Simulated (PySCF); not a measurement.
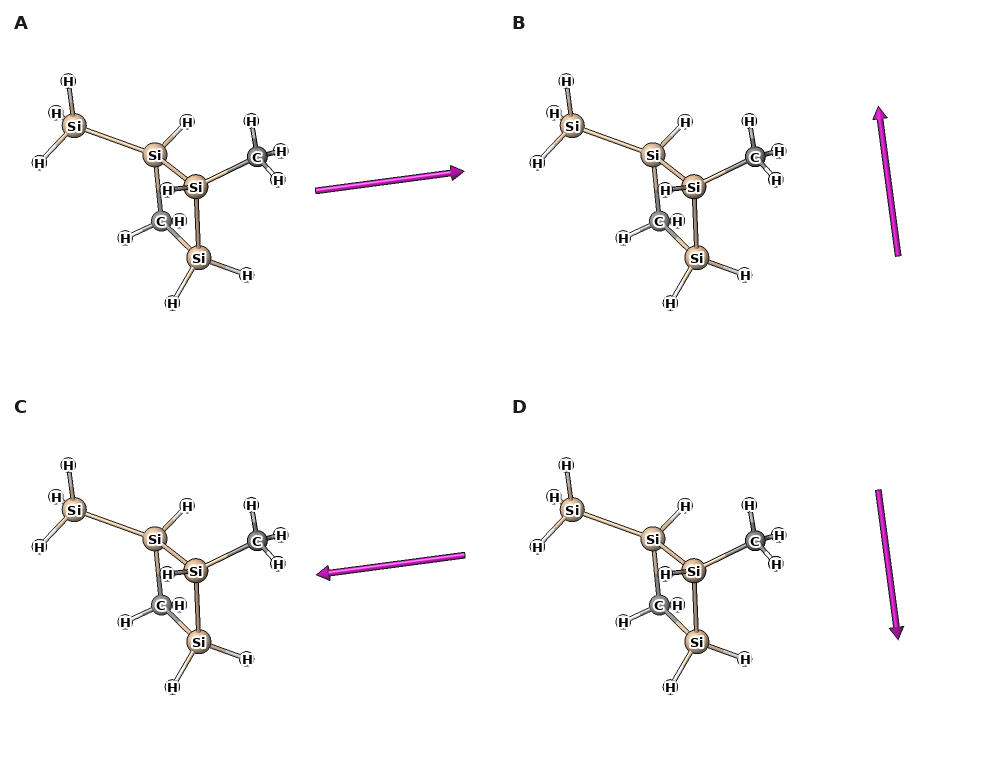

The same molecule four times, each with an arrow. The computed structure is the end point of a GFN2-xTB optimisation. No frequency run is at hand to confirm it as a minimum. Method: ωB97X-D/def2-SVPD, gas phase (PySCF 2.14.0).

**Which arrow points along the dipole moment, from the negative to the positive end?**

A. The dipole moment is 0.74 D.

The geometry is semi-empirical. Around Si such bond lengths and angles can be off by a tenth of an ångström or more and by several degrees, and values that hang on the shape move with them.
